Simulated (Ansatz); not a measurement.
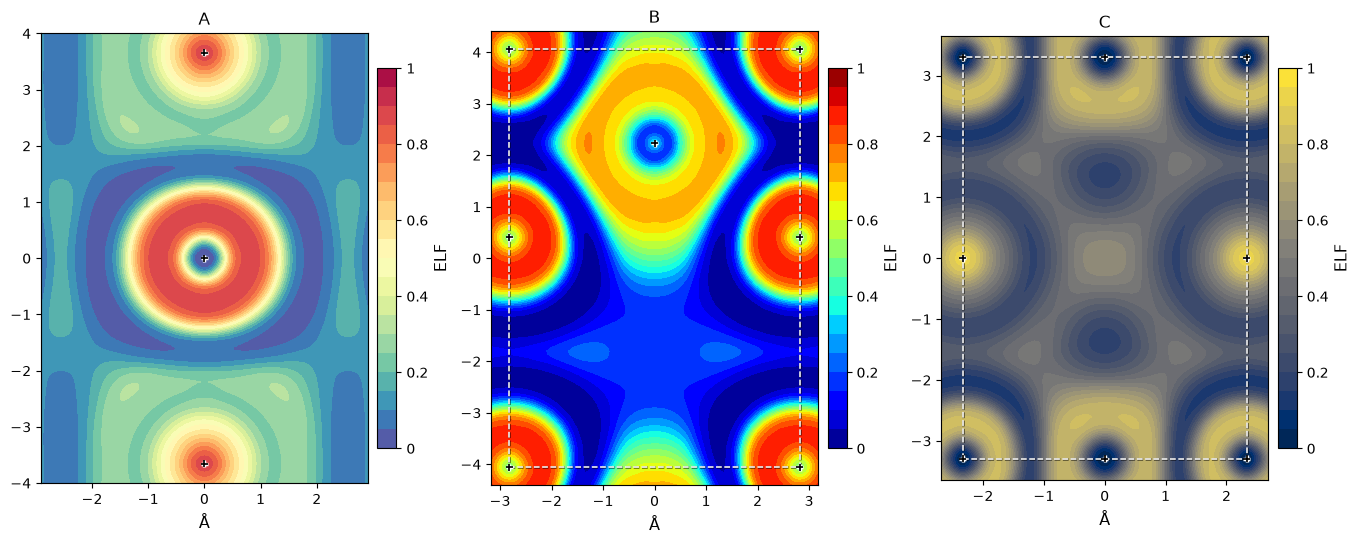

The electron localisation function of 3 systems, each on a plane through atoms (crosses mark nuclei in the plane).

Computed with DFT PBE, scalar-relativistic, plane waves, PAW (Ansatz 0.2.0).

System 1: Rb2Ag, the (010) plane of the conventional cell. Space group P4/mmm; a structure generated by program, which may or may not match a known phase; computed without spin polarisation.

System 2: Zr3CdC, the (101) plane of the conventional cell. Space group Pm-3m; a structure generated by program, which may or may not match a known phase; changed on purpose from its base cell (volume × 1.06); computed pressure about −7 GPa in this cell.

```yaml
crystal:
  lattice:
    - [4.66178, 0.00000, 0.00000]
    - [0.00000, 4.66178, 0.00000]
    - [0.00000, 0.00000, 4.66178]
  atoms:
    - { symbol: Zr, position: [0.00000, 0.50000, 0.50000] }
    - { symbol: Zr, position: [0.50000, 0.00000, 0.50000] }
    - { symbol: Zr, position: [0.50000, 0.50000, 0.00000] }
    - { symbol: Cd, position: [0.00000, 0.00000, 0.00000] }
    - { symbol: C, position: [0.50000, 0.50000, 0.50000] }
```

System 3: K4As, the (010) plane of the conventional cell. Space group P4/mmm; a structure generated by program, which may or may not match a known phase; changed on purpose from its base cell (volume × 0.94, shape and atoms relaxed); computed without spin polarisation.

```xyz
5
Lattice="5.6371 0.0000 0.0000 0.0000 5.6371 0.0000 0.0000 0.0000 8.1146" Properties=species:S:1:pos:R:3 pbc="T T T"
K     2.8186    0.0000    1.8238
K     0.0000    2.8186    6.2908
K     2.8186    0.0000    6.2908
K     0.0000    2.8186    1.8238
As    0.0000    0.0000    0.0000
```

> Which map belongs to which system?

Panel A is system 1, Rb2Ag: the plane holds Rb and Ag. Rb–Ag (3.65 Å): the ELF is about 0.10 at the midpoint (no shared electron pair shows on this line). Panel B is system 3, K4As: the plane holds K and As. K–As (3.36 Å): the ELF peaks at about 0.75 in the valence shell of As, 1.2 Å from its nucleus, and drops to about 0.05 between the two atoms; no localised pair shows between them. Panel C is system 2, Zr3CdC: the plane holds Zr, Cd and C. Zr–C (2.33 Å): the ELF peaks at about 0.80 in the valence shell of C, 0.7 Å from its nucleus, and is about 0.20 at the midpoint (no localised pair shows between them).
